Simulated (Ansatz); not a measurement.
## Electronic structure of C2H6Cu (doublet) in real space

```yaml
atoms:
  - { symbol: Cu, position_ang: [-0.0002, -0.0002, 0.0000] }
  - { symbol: C, position_ang: [-0.0034, -0.0139, 1.9281] }
  - { symbol: H, position_ang: [-0.4434, 0.9109, 2.3171] }
  - { symbol: H, position_ang: [1.0188, -0.0998, 2.3124] }
  - { symbol: H, position_ang: [-0.5876, -0.8607, 2.3046] }
  - { symbol: C, position_ang: [0.0034, 0.0138, -1.9281] }
  - { symbol: H, position_ang: [-1.0221, 0.0199, -2.3134] }
  - { symbol: H, position_ang: [0.5144, -0.8737, -2.3170] }
  - { symbol: H, position_ang: [0.5200, 0.9038, -2.3038] }
```

Geometry: r2SCAN-D4/def2-TZVP.

Theory: UKS PBE0-D4/def2-TZVP in Ansatz.

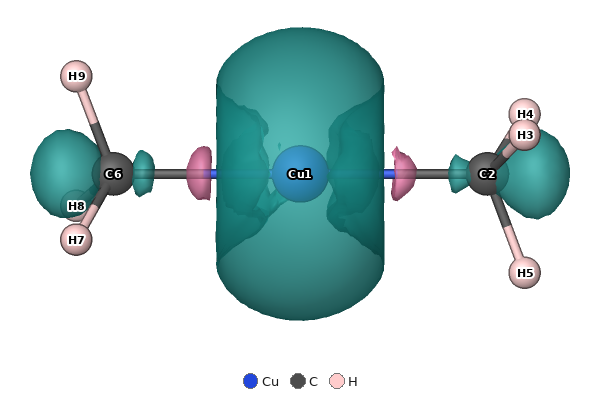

Figure 1. Isosurfaces of the spin density (α minus β) at +0.015 (teal) and −0.015 e/Å³ (pink), seen from one side.

**Describe the spin distribution.**

The unpaired spin (1 electron) lies mostly on Cu1 (about 0.8), in electrons by Hirshfeld's partition.

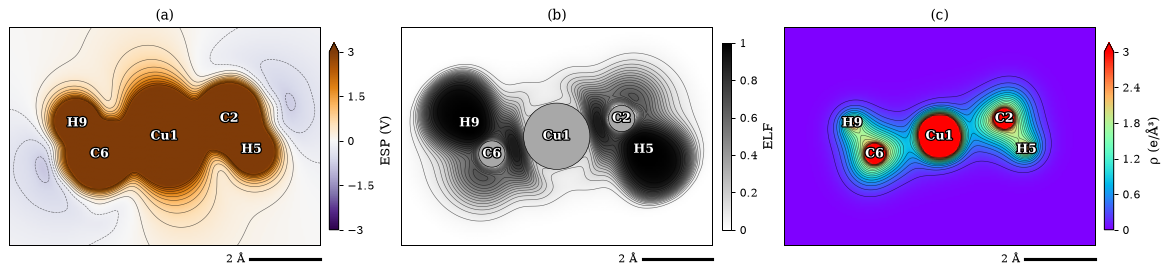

Figure 2. (a) electrostatic potential; (b) electron localisation function; (c) electron density on the plane of atoms Cu1, C2 and H5. Grey discs cover the atomic cores in the ELF map.

**Describe what can be read from this map.**

- Atoms in the plane: Cu, C and H.
- C–Cu (1.93 Å): ρ at the midpoint is about 0.79 e/Å³; the ELF peaks at about 0.90 in the valence shell of C, 0.6 Å from its nucleus, and is about 0.45 at the midpoint.
- C–H (1.10 Å): ρ is about 1.9 e/Å³ halfway; the ELF climbs to about 1 towards the hydrogen, as it does in any bond to H; an ordinary covalent bond to hydrogen.
- Outside the dense part of the molecule the potential is most negative (−0.8 V) near C2 and C6.

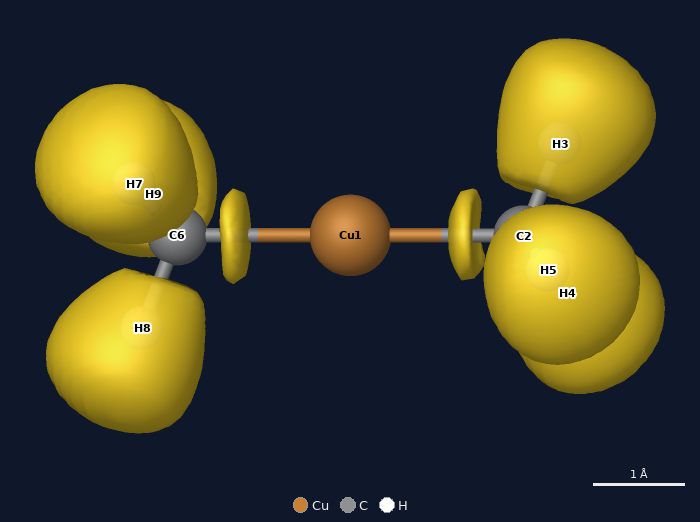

Figure 3. Isosurface of the electron localisation function at 0.8 (yellow), seen across its widest extent. Only the valence region is drawn (cores and ρ < 0.01 e/Å³ removed).

**Describe the localisation domains.**

At this value the surface marks out six regions around hydrogen nuclei and two lobes of the valence shell of C pointing towards Cu (polar bonds).
